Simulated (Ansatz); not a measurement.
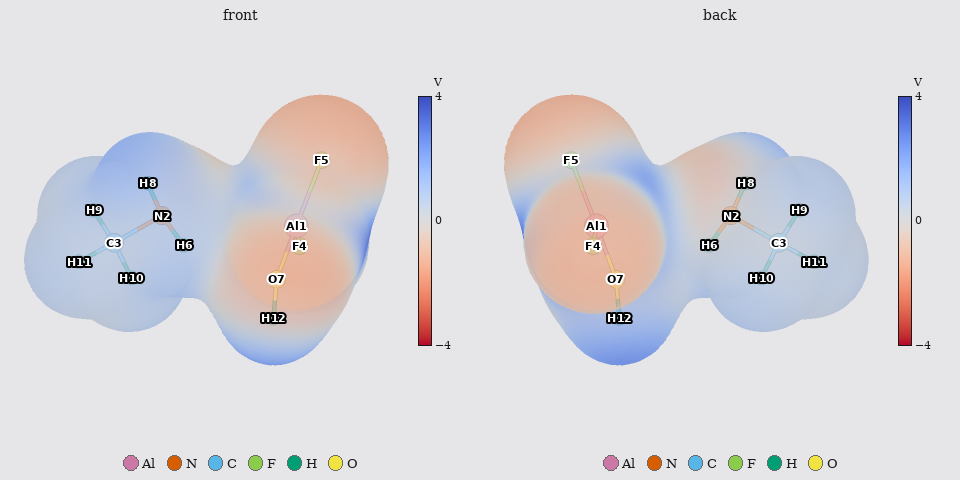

Figure 1: AlF2HO···CH5N. The electrostatic potential painted on the density surface at 0.002 e/bohr³, seen from the front and from behind; the colour scale runs from red (negative) to blue (positive).

Not at a stationary point (largest force 1.8 eV/Å).

Theory: Ansatz, RKS PBE/cc-pVDZ.

```xyz
12

Al   -0.1408    1.9763    1.1655
N     0.3978   -1.0001    0.1384
C    -0.4547   -1.7242   -0.8044
F    -1.7771    2.3294    0.8862
F     0.4604    1.8889    2.7451
H     0.9938   -0.3135   -0.3409
O     1.0366    1.9581   -0.2265
H     1.0177   -1.6385    0.6528
H    -1.1340   -2.4040   -0.2511
H    -1.0965   -1.0022   -1.3478
H     0.0890   -2.3336   -1.5661
H     0.6078    2.2637   -1.0513
```

Question: Where is the surface potential most negative and most positive?

Answer: The most negative region (about −1.3 V) lies over F5 and O7, the most positive (about +2.9 V) over Al1.
